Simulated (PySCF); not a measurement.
# C2H7NP− (SMILES CN(C)[PH-]): levels of theory compared

Wanted: a comparison of 5 runs (B3LYP/6-31G*, PBE/6-31G*, PBE0/def2-SVP, TPSS/def2-SVP, MP2/def2-SVP) of C2H7NP−. The job is set up through a Python script.

Program for the calculation: PySCF 2.14.0.

## 1. Starting point

The species is C2H7NP− (11 atoms), meant as a singlet with charge -1. SMILES: `CN(C)[PH-]`. The shape is that of a GFN2-xTB optimisation. This is one conformer, not always the lowest.

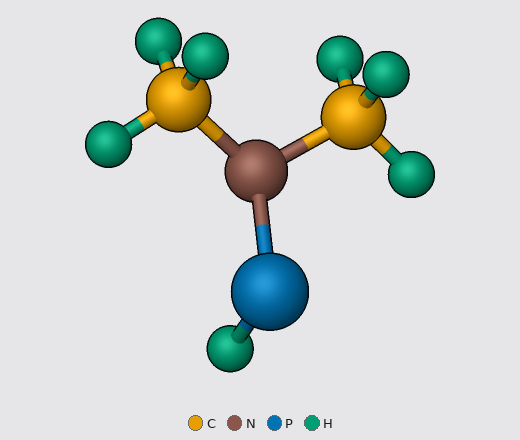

Viewed from a chosen angle; carbon amber, nitrogen brown, phosphorus blue, hydrogen teal.

## 2. Energy and gradient at B3LYP/6-31G(d) (spherical functions) (run 1)

job.py reads:

```python
import pyscf.grad
from pyscf import gto, dft

mol = gto.M(
    atom='''
C   -0.687820   1.070430  -0.007050
N   -0.254710  -0.302080  -0.065190
C    1.022670  -0.464580   0.581120
P   -0.398400  -1.073870  -1.663980
H    0.040900   1.783840  -0.430230
H   -0.859180   1.350530   1.044440
H   -1.620260   1.162770  -0.559560
H    1.809520   0.198030   0.179860
H    1.344530  -1.496340   0.456350
H    0.914030  -0.245000   1.655270
H   -1.311290  -1.983730  -1.191040
''',
    charge=-1,
    max_memory=1860,
    spin=0,
    verbose=4,
    basis='6-31g*',
)

myscf = dft.RKS(mol, xc='b3lyp')
myscf.grids.level = 5
myscf.conv_tol = 1e-10
myscf.kernel()
if not myscf.converged:
    myscf = myscf.newton().run(myscf.mo_coeff, myscf.mo_occ)

etot = myscf.e_tot
print('Final energy', etot)
grad = myscf.Gradients().kernel()
myscf.analyze()
```

Run with:

```bash
$ OMP_NUM_THREADS=1 python job.py
```

Log:

```text
PySCF version 2.14.0

[... 105 lines left out ...]
MO #4   energy= -10.0153079660413  occ= 2
[... 13 lines left out ...]
MO #18  energy= -0.131029481449347 occ= 2
[... 13 lines left out ...]
MO #32  energy= 0.502049523532701  occ= 0
[... 13 lines left out ...]
MO #46  energy= 1.01023471610333   occ= 0
[... 13 lines left out ...]
MO #60  energy= 1.67823519575281   occ= 0
[... 13 lines left out ...]
MO #74  energy= 2.95884764351824   occ= 0
[... 89 lines left out ...]
WARN: System has nonzero charge -1; the dipole moment is origin-dependent.
Location of origin: [0. 0. 0.]

Dipole moment(X, Y, Z, Debye):  1.48049,  4.04151,  6.38460
```

Run time: 38 s. Hardware: 1 thread of Intel Xeon at 2.70GHz, shared host; peak memory 0.73 GiB.

## 3. Energy and gradient at PBE/6-31G(d) (spherical functions) (run 2)

run.py reads:

```python
import pyscf.grad
from pyscf import gto, dft

mol = gto.M(
    atom='''
C   -0.687820   1.070430  -0.007050
N   -0.254710  -0.302080  -0.065190
C    1.022670  -0.464580   0.581120
P   -0.398400  -1.073870  -1.663980
H    0.040900   1.783840  -0.430230
H   -0.859180   1.350530   1.044440
H   -1.620260   1.162770  -0.559560
H    1.809520   0.198030   0.179860
H    1.344530  -1.496340   0.456350
H    0.914030  -0.245000   1.655270
H   -1.311290  -1.983730  -1.191040
''',
    max_memory=1860,
    verbose=3,
    charge=-1,
    basis='6-31g*',
)

mf = dft.RKS(mol, xc='pbe')
mf.conv_tol = 1e-10
mf.grids.level = 5
mf.kernel()
if not mf.converged:
    mf = mf.newton().run(mf.mo_coeff, mf.mo_occ)

e_tot = mf.e_tot
print('Final energy', e_tot)
grad = mf.Gradients().kernel()
dip = mf.dip_moment()
pop, q = mf.mulliken_pop()
```

Run with:

```bash
$ OMP_NUM_THREADS=1 python run.py
```

Log:

```text
converged SCF energy = -476.113751446807
Final energy -476.1137514468071
--------------- RKS gradients ---------------
         x                y                z
0 C    -0.0000412334     0.0108222125    -0.0056713826
1 N    -0.0006659748    -0.0032993263    -0.0060164044
2 C     0.0119835545    -0.0000855979    -0.0015026751
[... 7 lines of this table left out ...]
10 H     0.0250674072     0.0273074718    -0.0065105349
----------------------------------------------

WARN: System has nonzero charge -1; the dipole moment is origin-dependent.
[... 2 lines left out ...]
Dipole moment(X, Y, Z, Debye):  1.39684,  3.96389,  6.43197
[... 86 lines left out ...]
charge of   10H =     -0.05968
```

Run time: 32 s. Hardware: 1 thread of Intel Xeon at 2.70GHz, shared host; peak memory 0.73 GiB.

Runs 3 to 4 aren't shown in full; the table further down has their settings and results.

## 4. Energy and gradient at MP2/def2-SVP (run 5)

calc.py reads:

```python
# CN(C)[PH-]
import pyscf.grad
from pyscf import gto, mp

mol = gto.M(
    atom=[
    ('C', (-0.687820, 1.070430, -0.007050)),
    ('N', (-0.254710, -0.302080, -0.065190)),
    ('C', (1.022670, -0.464580, 0.581120)),
    ('P', (-0.398400, -1.073870, -1.663980)),
    ('H', (0.040900, 1.783840, -0.430230)),
    ('H', (-0.859180, 1.350530, 1.044440)),
    ('H', (-1.620260, 1.162770, -0.559560)),
    ('H', (1.809520, 0.198030, 0.179860)),
    ('H', (1.344530, -1.496340, 0.456350)),
    ('H', (0.914030, -0.245000, 1.655270)),
    ('H', (-1.311290, -1.983730, -1.191040)),
],
    charge=-1,
    spin=0,
    verbose=4,
    basis='def2-svp',
    max_memory=1860,
)

mf = mol.RHF()
mf.conv_tol = 1e-10
mf.kernel()
if not mf.converged:
    mf = mf.newton().run(mf.mo_coeff, mf.mo_occ)

pt = mp.MP2(mf, frozen=8).run()
e_final = pt.e_tot
print('E = %.10f Eh' % e_final)
grad = pt.Gradients().kernel()
mf.analyze()
```

Run with:

```bash
$ OMP_NUM_THREADS=1 python calc.py
```

Log:

```text
PySCF version 2.14.0

[... 98 lines left out ...]
MO #5   energy= -7.184141517719    occ= 2
[... 17 lines left out ...]
MO #23  energy= 0.384870081466207  occ= 0
[... 17 lines left out ...]
MO #41  energy= 1.02114746395203   occ= 0
[... 17 lines left out ...]
MO #59  energy= 1.59671694689576   occ= 0
[... 17 lines left out ...]
MO #77  energy= 2.49529453438528   occ= 0
[... 17 lines left out ...]
MO #95  energy= 3.71763176115669   occ= 0
[... 110 lines left out ...]
WARN: System has nonzero charge -1; the dipole moment is origin-dependent.
Location of origin: [0. 0. 0.]

Dipole moment(X, Y, Z, Debye):  1.72590,  4.21048,  6.07533
```

It took 18 s on 1 thread of Intel Xeon at 2.70GHz, shared host; peak memory 0.64 GiB.

## 5. All runs side by side

```csv
run,level,integration grid,frozen core orbitals,energy (Eh),HOMO energy (eV),LUMO energy (eV),HOMO–LUMO gap (eV),wall time
1,B3LYP/6-31G* (spherical functions),5,–,-476.481020,1.85,6.59,4.73,38 s
2,PBE/6-31G* (spherical functions),5,–,-476.113751,2.61,5.86,3.25,32 s
3,PBE0/def2-SVP,5,–,-475.983287,1.72,6.08,4.36,43 s
4,TPSS/def2-SVP,5,–,-476.325394,2.64,5.53,2.89,70 s
5,MP2/def2-SVP,–,8,-475.302477,-0.55,8.96,9.52,18 s
```

## 6. What came out

| quantity | value |
| --- | --- |
| run 5: total energy | -475.30248 Eh |
| run 5: HOMO energy (Hartree–Fock orbitals) | -0.55 eV |
| run 5: LUMO energy (Hartree–Fock orbitals) | 8.96 eV |
| run 5: HOMO–LUMO gap (to an unbound level, set by the basis) | 9.52 eV |
| run 5: correlation energy (8 core orbitals frozen) | -584.0 mEh |
| run 5: largest force on an atom | 1.527 eV/Å |

What this shows: Over runs 1, 2, 3, 4 the HOMO–LUMO gap runs from 2.89 eV (TPSS/def2-SVP) to 4.73 eV (B3LYP/6-31G*). The two ends differ in method and basis. The empty levels of an anion lie above zero and hang on the basis. Totals of different functionals can't be ranked against each other. In runs 1, 2, 3, 4 the HOMO lies above zero, so the outermost electron may be held by the basis alone. All runs together took 3.3 min, the longest 70 s.
